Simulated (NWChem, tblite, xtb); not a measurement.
**How methods differ on InHCl2O (SMILES [OH][In]([Cl])[Cl])**

InHCl2O has 5 atoms, charge 0, and is taken as a singlet. SMILES: `[OH][In]([Cl])[Cl]`. The coordinates come from a PBE0-D4/def2-TZVP relaxation.

Quantity: the electronic atomisation energy, in eV. The values are calculated. Electronic energies at fixed atoms, without zero-point motion or spin-orbit coupling.

| level | kind | program | value (eV) | less CCSD(T)/def2-SVP | CPU time (all runs) |
| --- | --- | --- | --- | --- | --- |
| GFN2-xTB | semi-empirical | tblite | 17.27 | +3.85 | under 2 s |
| GFN0-xTB | semi-empirical | xtb | 18.28 | +4.86 | under 2 s |
| GFN1-xTB | semi-empirical | xtb | 23.89 | +10.47 | under 2 s |
| HF/def2-SVP (core potential) | Hartree–Fock | NWChem | 9.65 | -3.77 | 26 s |
| PBE/def2-SVP (core potential) | GGA | NWChem | 14.68 | +1.26 | 40 s |
| M06-2X/def2-SVP (core potential) | hybrid meta-GGA | NWChem | 14.49 | +1.07 | 48 s |
| B3LYP/def2-SVP (core potential) | global hybrid | NWChem | 13.86 | +0.44 | 36 s |
| PBE0/def2-SVP (core potential) | global hybrid | NWChem | 14.21 | +0.79 | 33 s |
| MP2/def2-SVP (core potential) | perturbation theory | NWChem | 14.11 | +0.69 | 47 s |
| CCSD(T)/def2-SVP (core potential) | coupled cluster or CI | NWChem | 13.42 | 0.00 | 2.1 min |

CCSD(T)/def2-SVP (core potential) is the highest level here, not the true value. The values span 9.65 to 23.89 eV. GFN0-xTB, GFN1-xTB: no spin polarisation, so open shells miss the exchange term that lowers them. In the correlated wave-function rows the outer d shell of In is correlated, in sets not made for it. Times are those of the runs behind each value, whatever else they computed, on shared processors of several kinds: orders of magnitude only.

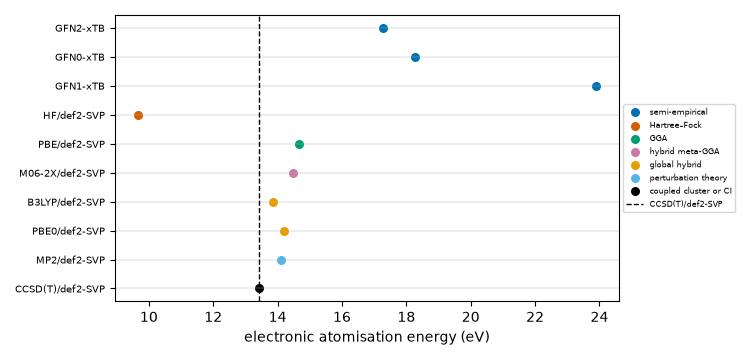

The values of the table, level by level.
